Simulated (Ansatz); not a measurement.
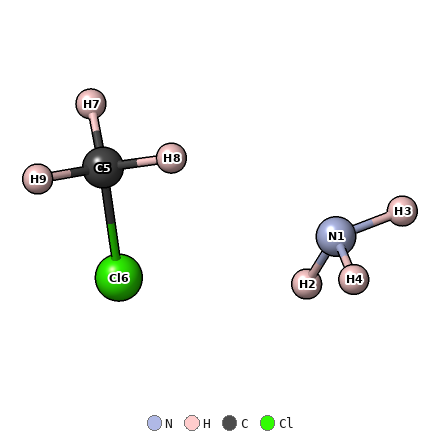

The system is the pair H₃N···CH₃Cl; the picture shows the reference structure. The turn is about an axis along (0.95, −0.32, 0.05) in the frame of the relaxed pair, normal to the line between the partners. The first coordinate is: distance Cl6···N1; the second: turn of N1, H2, H3, H4 about Cl6. Grid: 15 × 15 points. At 16 points there is no value (left out of the scan, as a rule where atoms come close). Points are written as (first, second). Energies are in eV, from the lowest grid point. Energies and slopes of some neighbouring points disagree (a jump in structure or state, or too coarse a mesh). Theory: RKS PBE-D4/def2-TZVPD (Ansatz 0.2.0).

Its coordinates:

```yaml
atoms:
  - { symbol: N, position_ang: [0.1427, 0.1323, -1.7777] }
  - { symbol: H, position_ang: [-0.1825, -0.7556, -1.3836] }
  - { symbol: H, position_ang: [-0.5812, 0.4423, -2.4303] }
  - { symbol: H, position_ang: [0.9659, -0.0860, -2.3439] }
  - { symbol: C, position_ang: [-0.0197, 0.2020, 1.6125] }
  - { symbol: Cl, position_ang: [-0.5776, -1.4822, 1.3196] }
  - { symbol: H, position_ang: [-0.8180, 0.7365, 2.1374] }
  - { symbol: H, position_ang: [0.1879, 0.6538, 0.6354] }
  - { symbol: H, position_ang: [0.8826, 0.1570, 2.2307] }
```

Range: distance Cl6···N1 from 2.996 to 5.596 Å; turn of N1, H2, H3, H4 about Cl6 from −90.0 to 90.0°.

Predict the map.

Answer. The lowest grid point is at (3.611 Å, 0.0°). Other grid points that lie below all their neighbours: (5.339 Å, 64.3°) (0.12 eV higher). The highest grid point, (3.297 Å, 77.1°), lies 15.04 eV above the lowest.

| turn of N1, H2, H3, H4 about Cl6 ↓, distance Cl6···N1 → | 2.996 | 3.060 | 3.166 | 3.297 | 3.446 | 3.611 | 3.790 | 3.981 | 4.183 | 4.396 | 4.619 | 4.851 | 5.091 | 5.339 | 5.596 |
| --- | --- | --- | --- | --- | --- | --- | --- | --- | --- | --- | --- | --- | --- | --- | --- |
| 90.0 | – | – | – | 14.79 | 9.21 | 5.55 | 3.22 | 1.79 | 0.96 | 0.51 | 0.29 | 0.19 | 0.15 | 0.14 | 0.14 |
| 77.1 | – | – | – | 15.04 | 9.87 | 6.10 | 3.56 | 1.97 | 1.04 | 0.54 | 0.29 | 0.18 | 0.14 | 0.13 | 0.13 |
| 64.3 | – | – | – | – | 13.44 | 7.62 | 4.18 | 2.22 | 1.14 | 0.57 | 0.30 | 0.18 | 0.13 | 0.12 | 0.12 |
| 51.4 | – | – | – | – | – | 8.63 | 4.66 | 2.45 | 1.25 | 0.64 | 0.34 | 0.20 | 0.14 | 0.13 | 0.13 |
| 38.6 | – | 14.56 | 10.66 | 7.54 | 5.18 | 3.39 | 2.09 | 1.22 | 0.69 | 0.38 | 0.23 | 0.16 | 0.13 | 0.12 | 0.12 |
| 25.7 | 4.06 | 3.47 | 2.67 | 1.92 | 1.30 | 0.83 | 0.51 | 0.30 | 0.19 | 0.12 | 0.10 | 0.10 | 0.10 | 0.11 | 0.12 |
| 12.9 | 0.80 | 0.66 | 0.47 | 0.30 | 0.18 | 0.10 | 0.05 | 0.04 | 0.04 | 0.05 | 0.07 | 0.08 | 0.10 | 0.11 | 0.12 |
| 0.0 | 0.18 | 0.13 | 0.07 | 0.03 | 0.00 | 0.00 | 0.01 | 0.02 | 0.04 | 0.06 | 0.08 | 0.10 | 0.11 | 0.12 | 0.13 |
| −12.9 | 0.13 | 0.10 | 0.06 | 0.04 | 0.03 | 0.03 | 0.04 | 0.06 | 0.07 | 0.09 | 0.10 | 0.11 | 0.12 | 0.13 | 0.13 |
| −25.7 | 0.19 | 0.16 | 0.12 | 0.09 | 0.08 | 0.07 | 0.08 | 0.09 | 0.10 | 0.11 | 0.12 | 0.12 | 0.13 | 0.14 | 0.14 |
| −38.6 | 0.25 | 0.21 | 0.17 | 0.13 | 0.11 | 0.11 | 0.11 | 0.11 | 0.12 | 0.12 | 0.13 | 0.13 | 0.14 | 0.14 | 0.15 |
| −51.4 | 0.28 | 0.24 | 0.20 | 0.16 | 0.14 | 0.13 | 0.13 | 0.13 | 0.13 | 0.13 | 0.14 | 0.14 | 0.15 | 0.15 | 0.15 |
| −64.3 | 0.29 | 0.26 | 0.21 | 0.18 | 0.16 | 0.14 | 0.14 | 0.14 | 0.14 | 0.14 | 0.14 | 0.15 | 0.15 | 0.15 | 0.15 |
| −77.1 | 0.28 | 0.25 | 0.21 | 0.18 | 0.16 | 0.15 | 0.14 | 0.14 | 0.14 | 0.15 | 0.15 | 0.15 | 0.15 | 0.15 | 0.16 |
| −90.0 | 0.25 | 0.23 | 0.19 | 0.17 | 0.15 | 0.14 | 0.14 | 0.14 | 0.14 | 0.15 | 0.15 | 0.15 | 0.15 | 0.16 | 0.16 |

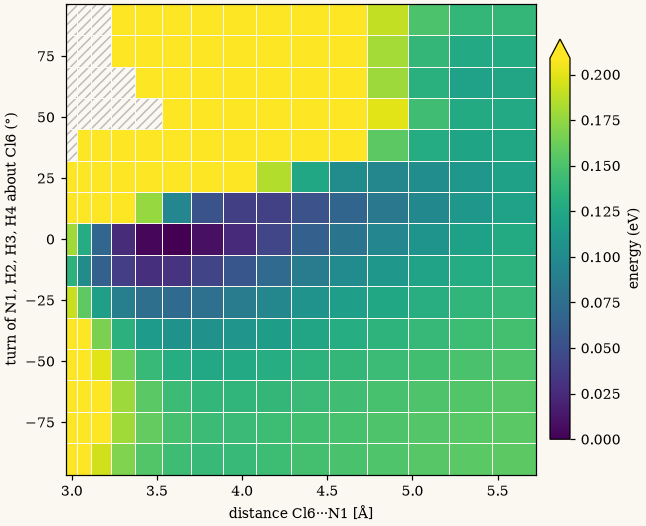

In the figure: one coloured cell a grid point, one colour for all values above the top of the scale, hatched blanks where no value was computed.

Each point was launched as `ansatz run input.yaml --threads 1 --pin off --max-ram 2560MiB --backend cpu --events-out ev --progress --plain --runs-dir out`. The whole map (209 points run) took 16 min on 1 thread of Arm Neoverse V2, on a shared host.
